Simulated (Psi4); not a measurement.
# NO+ (nitrosonium) at wB97M-V/aug-cc-pVTZ

Aim: the vertical singlet–triplet gap of NO+ (nitrosonium) at wB97M-V/aug-cc-pVTZ, from 2 runs. 

The results are computed with Psi4 1.11.

## 1. The molecule

NO+ has 2 atoms, charge +1, and is taken as a singlet. SMILES: `N#[O+]`. The bond length is the measured one.

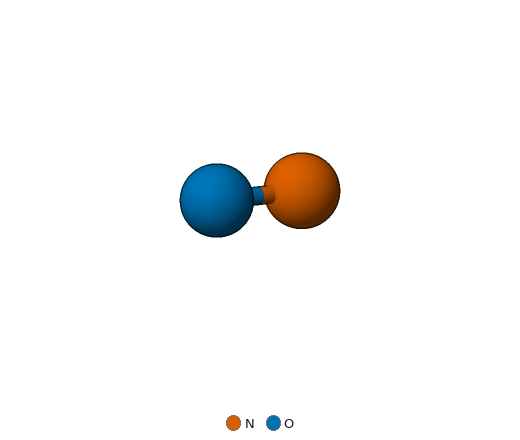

Viewed from a chosen angle; nitrogen orange, oxygen blue.

## 2. The energy at wB97M-V/aug-cc-pVTZ

Contents of no.xyz:

```xyz
2
NO
N      0.000000     0.000000     0.000000
O      0.000000     0.000000     1.063220
```

Contents of calc.py:

```python
import psi4

psi4.set_memory(1600000000)
psi4.set_num_threads(1)
psi4.core.set_output_file('psi4.out', False)

with open('no.xyz') as f:
    atoms = ''.join(f.readlines()[2:])
mol = psi4.geometry('1 1\n' + atoms + 'symmetry c1\nno_reorient\nno_com')

options = {'basis': 'aug-cc-pVTZ', 'puream': True, 'e_convergence': 1e-09, 'd_convergence': 1e-08, 'scf_type': 'pk', 'dft_radial_points': 99, 'dft_spherical_points': 590}
psi4.set_options(options)

e_tot = psi4.energy('WB97M-V', molecule=mol)
print(f'WB97M-V energy: {e_tot:.10f} Eh')
for k, v in sorted(psi4.core.scalar_variables().items()):
    print(f'{k:45s} {v:18.10f}')
```

Run with:

```bash
python calc.py
```

psi4.out, cut to the lines that bear on the results:

```text
[...]
  Running in c1 symmetry.
[...]
  Nuclear repulsion =   27.871864522413048
[...]
  Multiplicity = 1
[...]
  Nalpha       = 7
  Nbeta        = 7
[...]
    Number of basis functions: 92
[...]
   @RKS iter   1:  -129.53852568274888   -1.96213e-03   2.52847e-03 DIIS/ADIIS
[...]
   @RKS iter   9:  -129.56935708134665   -1.98952e-12   1.85209e-09 DIIS
[...]
    Orbital Energies [Eh]
    ---------------------
    Doubly Occupied:
       1A    -19.965520     2A    -15.142133     3A     -1.902051
       4A     -1.209695     5A     -1.087246     6A     -1.087246
       7A     -1.025184
[...]
  @RKS Final Energy:  -129.56935708134665
   => Energetics <=
    Nuclear Repulsion Energy =             27.8718645224130483
    One-Electron Energy =                -225.1355419007698231
    Two-Electron Energy =                  78.6114276951229982
    DFT Exchange-Correlation Energy =     -10.9771169870189933
    Empirical Dispersion Energy =           0.0000000000000000
    VV10 Nonlocal Energy =                  0.0600095889060949
    Total Energy =                       -129.5693570813466522
[...]
 Multipole Moments:
 ------------------------------------------------------------------------------------
     Multipole            Electronic (a.u.)      Nuclear  (a.u.)        Total (a.u.)
 ------------------------------------------------------------------------------------
 L = 1.  Multiply by 2.5417464519 to convert [e a0] to [Debye]
 Dipole X            :          0.0000000            0.0000000            0.0000000
 Dipole Y            :          0.0000000            0.0000000            0.0000000
 Dipole Z            :        -15.1626631           16.0735569            0.9108938
 Magnitude           :                                                    0.9108938
[...]
```

The script printed:

```text
WB97M-V energy: -129.5693570813 Eh
CURRENT ENERGY                                   -129.5693570813
CURRENT REFERENCE ENERGY                         -129.5693570813
DD SOLVATION ENERGY                                 0.0000000000
DFT FUNCTIONAL TOTAL ENERGY                      -129.5693570813
DFT TOTAL ENERGY                                 -129.5693570813
DFT VV10 ENERGY                                     0.0600095889
DFT XC ENERGY                                     -10.9771169870
GRID ELECTRONS ALPHA                                7.0000000092
GRID ELECTRONS BETA                                 7.0000000092
GRID ELECTRONS TOTAL                               14.0000000183
NUCLEAR REPULSION ENERGY                           27.8718645224
ONE-ELECTRON ENERGY                              -225.1355419008
PCM POLARIZATION ENERGY                             0.0000000000
PE ENERGY                                           0.0000000000
SCF ITERATION ENERGY                             -129.5693570813
SCF ITERATIONS                                      9.0000000000
SCF TOTAL ENERGY                                 -129.5693570813
TWO-ELECTRON ENERGY                                78.6114276951
XC GRID RADIAL POINTS                              99.0000000000
XC GRID SPHERICAL POINTS                          590.0000000000
XC GRID TOTAL POINTS                           115259.0000000000
```

Run time: 26 s. Hardware: 1 thread of Intel Xeon Platinum 8259CL at 2.50GHz (Skylake/Cascade Lake), shared host; peak memory 0.8 GiB.

## 3. The triplet at the same level

Contents of no.in:

```
memory 1600 mb

molecule {
  1 3
  N      0.00000000     0.00000000     0.00000000
  O      0.00000000     0.00000000     2.00919461
  units au
  symmetry c1
}

set globals {
  basis aug-cc-pVTZ
  reference uks
  puream true
  e_convergence 1e-09
  d_convergence 1e-08
  scf_type pk
  dft_radial_points 99
  dft_spherical_points 590
  maxiter 100
}

energy('wb97m-v')
```

Run with:

```bash
psi4 no.in no.out -n 1
```

no.out, cut to the lines that bear on the results:

```text
[...]
  Running in c1 symmetry.
[...]
  Nuclear repulsion =   27.871864537801041
[...]
  Multiplicity = 3
[...]
  Nalpha       = 8
  Nbeta        = 6
[...]
    Number of basis functions: 92
[...]
   @UKS iter   1:  -129.23029348096412    3.06270e-01   3.15408e-03 ADIIS/DIIS
[...]
   @UKS iter  13:  -129.27651087713056   -1.16245e-11   6.01752e-09 DIIS
[...]
   @S^2 Observed:                2.010879574E+00
[...]
    Orbital Energies [Eh]
    ---------------------
    Alpha Occupied:
       1A    -19.927446     2A    -15.153642     3A     -1.887396
       4A     -1.246761     5A     -1.111992     6A     -1.095055
       7A     -1.080787     8A     -0.725062
    Alpha Virtual:
       9A     -0.399123    10A     -0.144651    11A     -0.105507
      12A     -0.101640    13A     -0.099450    14A     -0.034083
      15A     -0.012978    16A     -0.012629    17A      0.074130
      18A      0.109548    19A      0.109640    20A      0.174678
      21A      0.245304    22A      0.245958    23A      0.298030
      24A      0.299430    25A      0.302829    26A      0.336213
[...]
  @UKS Final Energy:  -129.27651087713056
   => Energetics <=
    Nuclear Repulsion Energy =             27.8718645378010415
    One-Electron Energy =                -225.0722844528584687
    Two-Electron Energy =                  78.8840018093835909
    DFT Exchange-Correlation Energy =     -11.0200657799821489
    Empirical Dispersion Energy =           0.0000000000000000
    VV10 Nonlocal Energy =                  0.0599730085254326
    Total Energy =                       -129.2765108771305620
[...]
 Multipole Moments:
 ------------------------------------------------------------------------------------
     Multipole            Electronic (a.u.)      Nuclear  (a.u.)        Total (a.u.)
 ------------------------------------------------------------------------------------
 L = 1.  Multiply by 2.5417464519 to convert [e a0] to [Debye]
 Dipole X            :         -0.0000000            0.0000000           -0.0000000
 Dipole Y            :         -0.0000000            0.0000000           -0.0000000
 Dipole Z            :         -0.6019007            0.0040314           -0.5978693
 Magnitude           :                                                    0.5978693
[...]
```

It took 41 s on 1 thread of Intel Xeon Platinum 8259CL at 2.50GHz (Skylake/Cascade Lake), shared host; peak memory 0.8 GiB.

## 4. Results

Level: wB97M-V/aug-cc-pVTZ.

| quantity | value |
| --- | --- |
| singlet: total energy | -129.56936 Eh |
| singlet: HOMO energy | -27.90 eV |
| singlet: LUMO energy | -10.27 eV |
| singlet: HOMO–LUMO gap | 17.63 eV |
| triplet: total energy | -129.27651 Eh |
| triplet: HOMO energy (highest over α and β) | -19.73 eV |
| triplet: LUMO energy (lowest over α and β) | -17.85 eV |
| triplet: ⟨S²⟩ | 2.011 |
| vertical energy of the triplet above the singlet | 7.969 eV |

What this shows: At this shape the triplet lies 7.97 eV (769 kJ/mol) above the singlet.
